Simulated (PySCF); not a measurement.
## C3H9AlO: one change and its effect

System: C3H9AlO.
Method of the first run: GIAO PBE0/pcSseg-1 NMR shielding, non-relativistic, gas phase (PySCF 2.14.0).

The geometry comes from this level: PBE0-D3(BJ)/def2-SVP. Text and figures count atoms from 1; the logs count them from 0 in places.

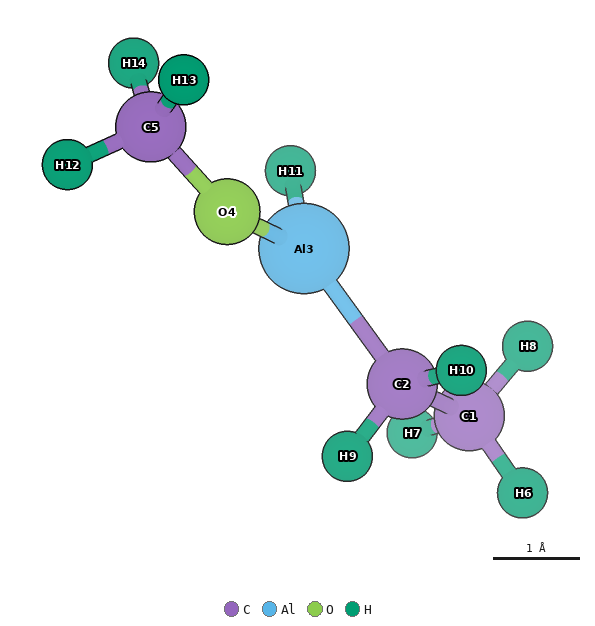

Fig. 1: The structure (ball-and-stick view, seen at a tilt; atoms are numbered from 1 in the order of the input). Sticks mark near contacts.

## The input, the first run
```
{"job": {"kind": "nmr", "xc": "PBE0", "basis": "pcSseg-1", "pop": false}, "charge": 0, "multiplicity": 1}
C     -2.685076     0.268627    -0.079156
C     -1.340834    -0.129347    -0.689287
Al     0.233997     0.150957     0.435112
O      1.745190    -0.295841    -0.210047
C      3.078719    -0.279475     0.169535
H     -3.527233     0.080191    -0.765393
H     -2.896743    -0.285744     0.849548
H     -2.718603     1.339294     0.180912
H     -1.347714    -1.195992    -0.981737
H     -1.169788     0.411825    -1.638467
H      0.202323     0.760871     1.907391
H      3.497413    -1.302265     0.178466
H      3.683036     0.311166    -0.542289
H      3.238256     0.150364     1.177819
```

The first line tells a small driver script what to run in PySCF; the rest is the geometry in Å.

Launched with:
```bash
OMP_NUM_THREADS=1 python <driver script> task.json out
```

Hardware: 1 CPU thread, shared host.

## Output (the first run)
```
coarse grid: 11552 points
cycle   1  E = -436.8821321446  dE =  1.772e-01  |g| = 7.799e-01  |ddm| = 3.105e+00
cycle   2  E = -436.6086199423  dE =  2.735e-01  |g| = 1.396e+00  |ddm| = 1.736e+00
cycle   3  E = -436.9999004896  dE = -3.913e-01  |g| = 1.483e-01  |ddm| = 1.292e+00
cycle   4  E = -437.0039474012  dE = -4.047e-03  |g| = 6.447e-02  |ddm| = 1.595e-01
cycle   5  E = -437.0049960387  dE = -1.049e-03  |g| = 6.625e-03  |ddm| = 5.427e-02
cycle   6  E = -437.0050062155  dE = -1.018e-05  |g| = 1.997e-03  |ddm| = 7.493e-03
cycle   7  E = -437.0050071084  dE = -8.929e-07  |g| = 5.913e-04  |ddm| = 1.699e-03
final grid: 105072 points
cycle   8  E = -437.0441619137  dE = -1.342e-05  |g| = 1.029e-02  |ddm| = 1.662e-02
cycle   9  E = -437.0441393424  dE =  2.257e-05  |g| = 1.499e-02  |ddm| = 1.553e-02
cycle  10  E = -437.0441833615  dE = -4.402e-05  |g| = 1.560e-03  |ddm| = 9.825e-03
cycle  11  E = -437.0441838760  dE = -5.145e-07  |g| = 1.255e-04  |ddm| = 1.229e-03
cycle  12  E = -437.0441838790  dE = -3.037e-09  |g| = 5.153e-05  |ddm| = 1.588e-04
cycle  13  E = -437.0441838795  dE = -5.532e-10  |g| = 1.741e-05  |ddm| = 4.805e-05
converged SCF energy = -437.0441838795

GIAO shielding tensors (ppm)
atom      isotropic    diamagn.    paramagn.     s11        s22        s33       span
  0 C      175.447     243.359     -67.912    169.049    171.129    186.163     17.114
  1 C      183.723     253.453     -69.730    176.301    182.412    192.456     16.156
  2 Al     364.886     798.390    -433.504    294.502    342.412    457.742    163.240
  3 O      262.971     401.787    -138.816    122.018    308.582    358.313    236.295
  4 C      129.830     237.025    -107.195    100.672    107.025    181.792     81.120
  5 H       29.972      26.802       3.170     24.947     27.827     37.143     12.196
  6 H       30.342      28.681       1.661     25.933     28.410     36.683     10.750
  7 H       30.338      28.673       1.665     25.939     28.396     36.678     10.739
  8 H       31.154      32.177      -1.023     26.038     30.256     37.168     11.130
  9 H       31.159      32.172      -1.013     26.042     30.249     37.186     11.144
 10 H       26.557      30.201      -3.644     23.563     24.652     31.456      7.892
 11 H       27.348      26.765       0.583     23.107     25.139     33.800     10.693
 12 H       27.353      26.779       0.574     23.118     25.143     33.798     10.680
 13 H       27.237      27.332      -0.095     23.492     25.212     33.007      9.515
```

The input of the second run differs as follows (lines with − go, lines with + come):
```diff
-"xc": "PBE0"
+"xc": "LC-wPBE"
```

What does this change do to the results?

The total energies belong to different methods, so their difference says nothing on which is more stable or more accurate. The HOMO goes from −7.51 to −10.22 eV. The LUMO goes from −0.54 to 1.46 eV. The dipole moment goes from 0.24 to 0.33 D. Of all shieldings, the largest change is that of O4, by +24.2 ppm. The functional changes from PBE0 to LC-wPBE. The SCF takes 12 iterations against 13.

## Output (the second run)
```
coarse grid: 11552 points
cycle   1  E = -437.0383069310  dE =  2.906e-01  |g| = 7.495e-01  |ddm| = 3.018e+00
cycle   2  E = -437.0166271449  dE =  2.168e-02  |g| = 8.858e-01  |ddm| = 9.683e-01
cycle   3  E = -437.1474903734  dE = -1.309e-01  |g| = 4.904e-02  |ddm| = 5.432e-01
cycle   4  E = -437.1482490257  dE = -7.587e-04  |g| = 2.450e-02  |ddm| = 7.536e-02
cycle   5  E = -437.1484110091  dE = -1.620e-04  |g| = 4.192e-03  |ddm| = 2.425e-02
cycle   6  E = -437.1484182854  dE = -7.276e-06  |g| = 9.317e-04  |ddm| = 7.726e-03
final grid: 105072 points
cycle   7  E = -437.1978336837  dE = -3.373e-05  |g| = 5.876e-03  |ddm| = 1.599e-02
cycle   8  E = -437.1978359268  dE = -2.243e-06  |g| = 4.636e-03  |ddm| = 5.326e-03
cycle   9  E = -437.1978397047  dE = -3.778e-06  |g| = 7.645e-04  |ddm| = 2.638e-03
cycle  10  E = -437.1978398163  dE = -1.116e-07  |g| = 1.838e-04  |ddm| = 4.967e-04
cycle  11  E = -437.1978398250  dE = -8.664e-09  |g| = 5.186e-05  |ddm| = 2.292e-04
cycle  12  E = -437.1978398258  dE = -7.622e-10  |g| = 9.067e-06  |ddm| = 6.225e-05
converged SCF energy = -437.1978398258

GIAO shielding tensors (ppm)
atom      isotropic    diamagn.    paramagn.     s11        s22        s33       span
  0 C      180.948     242.926     -61.978    175.511    177.577    189.756     14.245
  1 C      190.585     253.667     -63.082    182.630    191.313    197.811     15.181
  2 Al     364.108     798.353    -434.245    292.721    341.089    458.514    165.792
  3 O      287.169     401.477    -114.308    160.846    330.166    370.494    209.648
  4 C      135.341     236.647    -101.306    107.279    112.902    185.841     78.562
  5 H       30.116      26.897       3.220     24.954     27.871     37.524     12.570
  6 H       30.467      28.688       1.779     25.871     28.463     37.068     11.197
  7 H       30.463      28.681       1.782     25.876     28.448     37.063     11.187
  8 H       31.333      32.347      -1.015     26.001     30.256     37.742     11.740
  9 H       31.337      32.342      -1.004     26.005     30.248     37.759     11.755
 10 H       26.799      30.368      -3.569     23.724     25.044     31.630      7.906
 11 H       27.526      26.844       0.681     23.195     25.361     34.021     10.827
 12 H       27.529      26.857       0.673     23.204     25.365     34.020     10.816
 13 H       27.445      27.449      -0.004     23.537     25.551     33.246      9.709
```

## The two runs side by side

| quantity | the first run | the second run |
| --- | --- | --- |
| outcome | converged | converged |
| total energy (hartree) | −437.044184 | −437.197840 |
| HOMO (eV) | −7.51 | −10.22 |
| LUMO (eV) | −0.54 | 1.46 |
| dipole moment (D) | 0.24 | 0.33 |
| shielding of C1 (ppm) | 175.4 | 180.9 |
| shielding of C2 (ppm) | 183.7 | 190.6 |
| shielding of Al3 (ppm) | 364.9 | 364.1 |
| shielding of O4 (ppm) | 263.0 | 287.2 |
| shielding of C5 (ppm) | 129.8 | 135.3 |
| shielding of H11 (ppm) | 26.6 | 26.8 |
| shielding of H14 (ppm) | 27.2 | 27.4 |
| SCF iterations | 13 | 12 |
| basis functions | 137 | 137 |
| wall time (shared host) | 9.9 s | 18 s |
